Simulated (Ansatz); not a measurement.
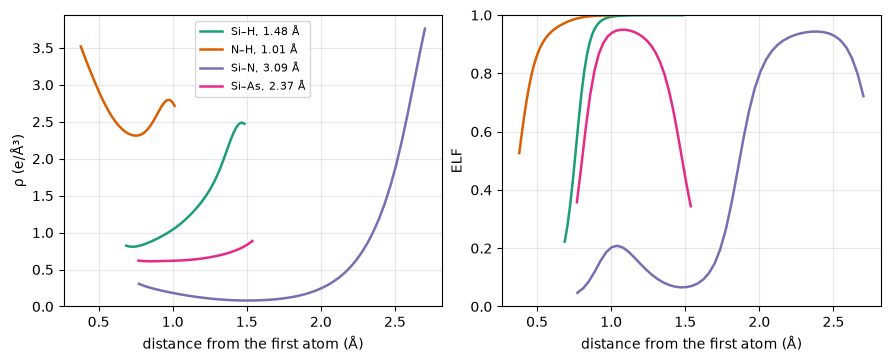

The picture shows: AsH5Si···NH3. Electron density and electron localisation function along straight lines between neighbouring atoms. The curves leave out the atomic cores.

The product side of a reaction path; geometry: PBE0-D4/def2-TZVP.

Level of theory: RKS PBE0-D4/def2-TZVPP in Ansatz 0.2.0.

```csv
atom,x (Å),y (Å),z (Å)
Si,-1.2789,-0.1462,0.5409
N,1.7582,-0.5857,0.1933
H,-2.7586,-0.0255,0.6889
H,-0.9476,-1.5859,0.6933
H,-0.6492,0.6312,1.6374
H,2.4487,0.1026,-0.0806
As,-0.6623,0.6090,-1.6139
H,1.9437,-0.8315,1.1580
H,1.9204,-1.4145,-0.3657
H,-1.9110,1.4683,-1.7870
H,0.1366,1.7782,-1.0646
```

Question: Compare the contacts.

Answer: Si–H (1.48 Å): the density is about 0.81 e/Å³ at the midpoint; the ELF climbs to about 1 towards the hydrogen, as it does in any bond to H.
N–H (1.01 Å): the density is about 2.9 e/Å³ at the midpoint; the ELF climbs to about 1 towards the hydrogen (a covalent bond by its length).
Si1···N2 (3.09 Å): the density falls to about 0.08 e/Å³ on the way; the ELF is about 0.05 at the midpoint.
Si–As (2.37 Å): ρ is about 0.65 e/Å³ halfway; the ELF peaks at about 0.95 between the atoms; localised, covalent bonding.
